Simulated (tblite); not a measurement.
Geometry relaxation, with input and output: C4H11NO2Si2 (part 1 of 2)

- system: C4H11NO2Si2
- method: GFN2-xTB geometry optimisation, gas phase (tblite 0.8.0)

It belongs to a series of runs on one base structure; here: H on C replaced by CHO.

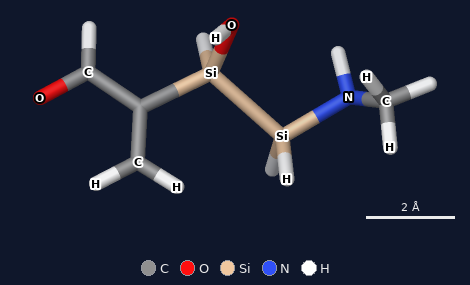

Fig. 1: The structure as given in the input (stick view, seen on its broad side).

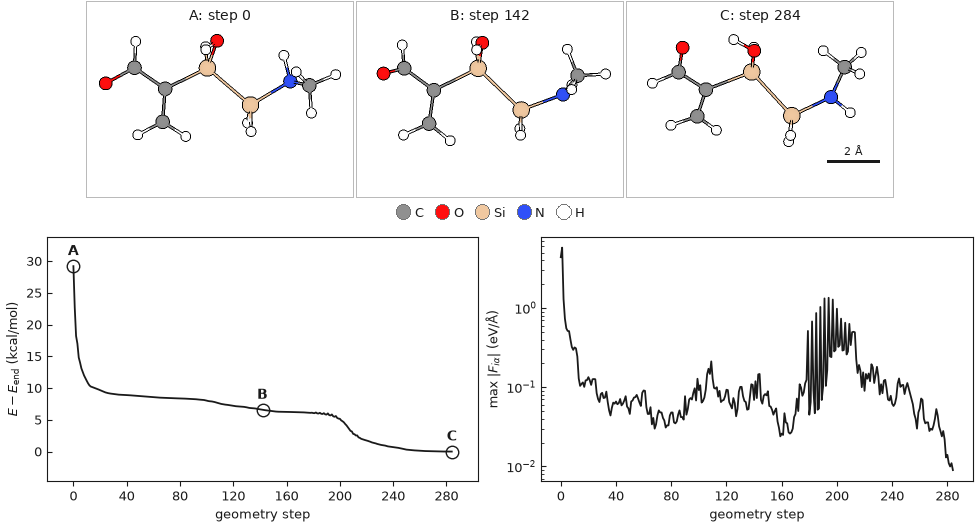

Fig. 2: Frames of the relaxation (ball-and-stick view, seen on its broad side) above the curves, on which the letters mark them (steps are counted from 0).

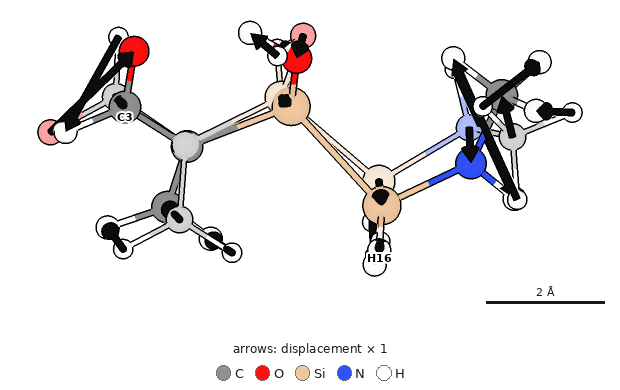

Fig. 3: Start (faint) and end (solid) with the displacements as black arrows, at true length (ball-and-stick view, seen on its broad side). The two geometries are laid on each other by the best rigid fit. Over 284 geometry steps the energy falls by 29.2 kcal/mol. The largest force component goes from 4.4 to 0.009 eV/Å. The atom that moves furthest after the best rigid fit is H19 (2.66 Å). Largest moves by element: H 2.66 Å, O 2.44 Å, C 1.32 Å, Si 0.75 Å, N 0.66 Å. Distances before and after: Si5–Si7 2.214 → 2.297 Å, C2–Si5 1.834 → 1.909 Å, Si7–N8 1.792 → 1.719 Å, Si5–O6 1.696 → 1.625 Å. Among the angles that change: Si7–N8–C9 112.7° → 124.1°, Si7–Si5–H13 107.4° → 118.7°, Si7–N8–H17 106.8° → 117.9°. (Atoms are counted from 1 in the order of the input.)

These pictures come from the run below.

**The input**
```
{"job": {"kind": "relax", "xc": "GFN2-xTB", "basis": "xTB"}, "charge": 0, "multiplicity": 1}
C     -2.444200    -0.996900     0.393000
C     -2.200000     0.199000    -0.142600
C     -3.275900     1.148900    -0.406600
O     -4.447800     0.735700    -0.108800
Si    -0.489000     0.725600    -0.542600
O      0.128700     1.854900     0.562100
Si     0.938100    -0.957800    -0.716300
N      2.586300    -0.286500    -0.924000
C      3.391600    -0.401200     0.273300
H     -3.452400    -1.333300     0.653100
H     -1.625400    -1.664700     0.577800
H     -3.111000     2.106700    -0.829200
H     -0.539100     1.400900    -1.855200
H     -0.286200     1.676800     1.439600
H      0.626800    -1.773000    -1.887200
H      0.903200    -1.844400     0.469700
H      2.474700     0.728400    -1.124800
H      3.025400     0.282100     1.041000
H      3.345900    -1.428900     0.702000
H      4.445300    -0.161600     0.012800
```

The first line tells a small driver script what to run in tblite; the rest is the geometry in Å.

Launch command:
```bash
OMP_NUM_THREADS=1 python <driver script> task.json out
```

**Log**
```
step      E/eV     max force
  0    -779.40586    5.903
  1    -779.68801    5.952
  2    -779.88274    1.304
  3    -779.93523    0.789
  4    -780.02986    0.554
  5    -780.06459    0.527
  6    -780.10415    0.557
  7    -780.12925    0.460
  8    -780.15263    0.329
  9    -780.17127    0.306
 10    -780.18903    0.392
 11    -780.20606    0.438
 12    -780.21992    0.305
 13    -780.22797    0.146
 14    -780.23175    0.113
 15    -780.23478    0.129
 16    -780.23811    0.130
 17    -780.24167    0.145
 18    -780.24527    0.163
 19    -780.24884    0.138
 20    -780.25252    0.135
 21    -780.25642    0.145
 22    -780.26053    0.130
 23    -780.26464    0.147
 24    -780.26811    0.131
 25    -780.27096    0.139
 26    -780.27310    0.106
 27    -780.27496    0.080
 28    -780.27642    0.087
 29    -780.27770    0.089
 30    -780.27876    0.094
 31    -780.27992    0.088
 32    -780.28120    0.088
 33    -780.28255    0.092
 34    -780.28357    0.078
 35    -780.28417    0.052
 36    -780.28458    0.046
 37    -780.28505    0.058
 38    -780.28561    0.065
 39    -780.28614    0.076
 40    -780.28656    0.073
 41    -780.28698    0.066
 42    -780.28754    0.067
 43    -780.28828    0.072
 44    -780.28902    0.068
 45    -780.28971    0.068
 46    -780.29045    0.078
 47    -780.29133    0.087
 48    -780.29219    0.061
 49    -780.29288    0.054
 50    -780.29349    0.052
 51    -780.29416    0.069
 52    -780.29489    0.073
 53    -780.29568    0.083
 54    -780.29640    0.084
 55    -780.29715    0.082
 56    -780.29785    0.073
 57    -780.29861    0.068
 58    -780.29919    0.069
 59    -780.30010    0.091
 60    -780.30095    0.100
 61    -780.30169    0.095
 62    -780.30232    0.065
 63    -780.30291    0.056
 64    -780.30360    0.052
 65    -780.30409    0.062
 66    -780.30451    0.042
 67    -780.30474    0.041
 68    -780.30495    0.036
 69    -780.30525    0.041
 70    -780.30558    0.052
 71    -780.30596    0.057
 72    -780.30640    0.052
 73    -780.30705    0.054
 74    -780.30746    0.047
 75    -780.30796    0.047
 76    -780.30832    0.040
 77    -780.30865    0.035
 78    -780.30890    0.035
 79    -780.30913    0.056
 80    -780.30937    0.057
 81    -780.30967    0.056
 82    -780.31005    0.043
 83    -780.31053    0.052
 84    -780.31079    0.056
 85    -780.31127    0.060
 86    -780.31192    0.071
 87    -780.31271    0.057
 88    -780.31333    0.053
 89    -780.31382    0.045
 90    -780.31415    0.105
 91    -780.31450    0.054
 92    -780.31496    0.054
 93    -780.31606    0.071
 94    -780.31676    0.079
 95    -780.31782    0.077
 96    -780.31856    0.086
 97    -780.31934    0.109
 98    -780.32014    0.079
 99    -780.32196    0.144
100    -780.32423    0.127
101    -780.32665    0.135
102    -780.32826    0.088
103    -780.32902    0.085
104    -780.33014    0.083
105    -780.33175    0.117
106    -780.33399    0.195
107    -780.33633    0.226
108    -780.33931    0.165
109    -780.34199    0.221
110    -780.34440    0.137
111    -780.34705    0.108
112    -780.34863    0.124
113    -780.35018    0.101
114    -780.35165    0.082
115    -780.35255    0.094
116    -780.35379    0.078
117    -780.35533    0.085
118    -780.35720    0.085
119    -780.35907    0.080
120    -780.36031    0.100
121    -780.36158    0.100
122    -780.36262    0.083
123    -780.36353    0.073
124    -780.36430    0.066
125    -780.36480    0.090
126    -780.36528    0.083
127    -780.36586    0.057
128    -780.36693    0.062
129    -780.36814    0.096
130    -780.37001    0.114
131    -780.37219    0.122
132    -780.37416    0.079
133    -780.37527    0.094
134    -780.37591    0.085
135    -780.37648    0.072
136    -780.37739    0.062
137    -780.37863    0.101
138    -780.38076    0.146
139    -780.38223    0.124
140    -780.38382    0.097
141    -780.38559    0.127
142    -780.38749    0.076
143    -780.38895    0.174
144    -780.38976    0.207
145    -780.39098    0.086
146    -780.39234    0.064
147    -780.39382    0.079
148    -780.39513    0.082
149    -780.39629    0.096
150    -780.39717    0.121
151    -780.39818    0.079
152    -780.39904    0.078
153    -780.39979    0.057
154    -780.40019    0.051
155    -780.40047    0.051
156    -780.40070    0.069
157    -780.40092    0.045
158    -780.40110    0.040
159    -780.40122    0.029
160    -780.40136    0.030
161    -780.40154    0.028
162    -780.40177    0.048
163    -780.40202    0.037
164    -780.40223    0.037
165    -780.40238    0.037
166    -780.40248    0.035
167    -780.40259    0.037
168    -780.40274    0.034
169    -780.40294    0.045
170    -780.40324    0.050
171    -780.40363    0.095
172    -780.40419    0.057
173    -780.40478    0.140
174    -780.40569    0.129
175    -780.40617    0.104
176    -780.40677    0.106
177    -780.40735    0.130
178    -780.40795    0.142
179    -780.40682    0.533
180    -780.40935    0.060
181    -780.41007    0.068
182    -780.40541    0.694
183    -780.41147    0.097
184    -780.41240    0.049
185    -780.40774    0.875
186    -780.41420    0.060
187    -780.41555    0.059
188    -780.41013    1.036
189    -780.41807    0.083
190    -780.41984    0.113
191    -780.41142    1.326
192    -780.42334    0.115
193    -780.42568    0.172
194    -780.41865    1.349
195    -780.43132    0.252
196    -780.43463    0.247
197    -780.42947    1.282
198    -780.44278    0.293
199    -780.44720    0.307
200    -780.44846    0.981
201    -780.45939    0.342
202    -780.46529    0.360
203    -780.47240    0.736
204    -780.48408    0.318
205    -780.49359    0.327
206    -780.50577    0.655
207    -780.51891    0.291
208    -780.53113    0.333
209    -780.53482    0.736
210    -780.55178    0.389
211    -780.55383    0.647
212    -780.56290    0.548
213    -780.56175    0.695
214    -780.57527    0.227
215    -780.57896    0.176
216    -780.58519    0.238
217    -780.58840    0.234
218    -780.59165    0.120
219    -780.59407    0.207
220    -780.59632    0.118
221    -780.59933    0.155
222    -780.60236    0.139
223    -780.60578    0.174
224    -780.60973    0.142
225    -780.61173    0.253
226    -780.61447    0.187
227    -780.61672    0.116
228    -780.62007    0.163
229    -780.62260    0.199
230    -780.62502    0.143
231    -780.62706    0.093
232    -780.62839    0.115
233    -780.62961    0.109
234    -780.63148    0.134
235    -780.63406    0.156
236    -780.63680    0.103
237    -780.63801    0.083
238    -780.63949    0.090
239    -780.64092    0.087
240    -780.64211    0.072
241    -780.64330    0.075
242    -780.64450    0.077
243    -780.64582    0.079
244    -780.64716    0.124
245    -780.64884    0.157
246    -780.65079    0.144
247    -780.65296    0.119
248    -780.65508    0.119
249    -780.65731    0.100
250    -780.65907    0.120
251    -780.66005    0.118
252    -780.66122    0.105
253    -780.66204    0.089
254    -780.66300    0.098
255    -780.66355    0.061
256    -780.66427    0.055
257    -780.66474    0.043
258    -780.66507    0.035
259    -780.66545    0.053
260    -780.66597    0.060
261    -780.66672    0.079
262    -780.66761    0.077
263    -780.66837    0.049
264    -780.66878    0.050
265    -780.66906    0.052
266    -780.66931    0.042
267    -780.66971    0.043
268    -780.66995    0.032
269    -780.67016    0.030
270    -780.67040    0.035
271    -780.67069    0.043
272    -780.67100    0.054
273    -780.67129    0.045
274    -780.67155    0.038
275    -780.67175    0.028
276    -780.67190    0.028
277    -780.67199    0.029
278    -780.67207    0.023
279    -780.67212    0.014
280    -780.67217    0.016
281    -780.67220    0.016
282    -780.67224    0.012
283    -780.67226    0.012
284    -780.67228    0.010
```

**Trajectory as extended XYZ (Å, eV, eV/Å), 11 of the 285 frames kept, from step=0 to step=284**
```
20
Properties=species:S:1:pos:R:3:forces:R:3 step=0 energy=-779.40586
C    -2.4442   -0.9969    0.3930   -0.5890  -0.1300   0.1310
C    -2.2000    0.1990   -0.1426   -0.2500   0.4790   0.1010
C    -3.2759    1.1489   -0.4066   -4.3740  -3.5120   1.8380
O    -4.4478    0.7357   -0.1088    2.9970   2.1110  -1.1610
Si   -0.4890    0.7256   -0.5426    1.1140   2.0180  -0.1090
O     0.1287    1.8549    0.5621   -1.4560  -1.2150   0.4070
Si    0.9381   -0.9578   -0.7163    1.5270  -0.8180  -0.2580
N     2.5863   -0.2865   -0.9240   -1.6340   0.2340   0.2140
C     3.3916   -0.4012    0.2733    0.7310  -0.2920   0.2370
H    -3.4524   -1.3333    0.6531    0.4110   0.1950  -0.1540
H    -1.6254   -1.6647    0.5778   -0.0220  -0.2270   0.0740
H    -3.1110    2.1067   -0.8292    0.2880   0.7890  -0.3400
H    -0.5391    1.4009   -1.8552   -0.0990   0.2670   0.2130
H    -0.2862    1.6768    1.4396    0.7420   0.5880  -0.9210
H     0.6268   -1.7730   -1.8872    0.1780  -0.1370  -0.0650
H     0.9032   -1.8444    0.4697    0.1530  -0.0220  -0.1380
H     2.4747    0.7284   -1.1248    0.3980  -0.9290  -0.0690
H     3.0254    0.2821    1.0410    0.3040   0.0600   0.2100
H     3.3459   -1.4289    0.7020    0.0980   0.6710  -0.5230
H     4.4453   -0.1616    0.0128   -0.5170  -0.1290   0.3130
20
Properties=species:S:1:pos:R:3:forces:R:3 step=28 energy=-780.27642
C    -2.5629   -1.0255    0.3949   -0.0100  -0.0200  -0.0070
C    -2.3056    0.1614   -0.1560   -0.0600   0.0070   0.0270
C    -3.4377    1.0789   -0.3645   -0.0080  -0.0010  -0.0420
O    -4.5918    0.8424   -0.1116   -0.0230  -0.0090   0.0230
Si   -0.5645    0.7740   -0.6035    0.0320  -0.0400   0.0310
O    -0.1596    1.9248    0.4880    0.0490   0.0460   0.0560
Si    0.9728   -0.9530   -0.7308   -0.0030  -0.0610  -0.0160
N     2.5961   -0.3571   -0.7706   -0.0650   0.0440   0.0020
C     3.5271   -0.4067    0.3348   -0.0260   0.0210  -0.0140
H    -3.5690   -1.2979    0.6798   -0.0170  -0.0110  -0.0180
H    -1.7906   -1.7543    0.5720    0.0240  -0.0440   0.0160
H    -3.1449    2.0512   -0.8033    0.0150   0.0310   0.0060
H    -0.6782    1.6522   -1.7697    0.0000   0.0020  -0.0540
H    -0.1117    1.7752    1.4288    0.0010  -0.0140  -0.0390
H     0.8307   -1.7550   -1.9571   -0.0290   0.0340   0.0070
H     0.9319   -1.9011    0.3987    0.0420   0.0490  -0.0100
H     2.7214    0.4889   -1.3089    0.0640  -0.0310   0.0010
H     3.2832    0.3138    1.1239    0.0380   0.0120   0.0350
H     3.5112   -1.4074    0.7621   -0.0160   0.0290  -0.0010
H     4.5369   -0.1940   -0.0198   -0.0080  -0.0420  -0.0020
```
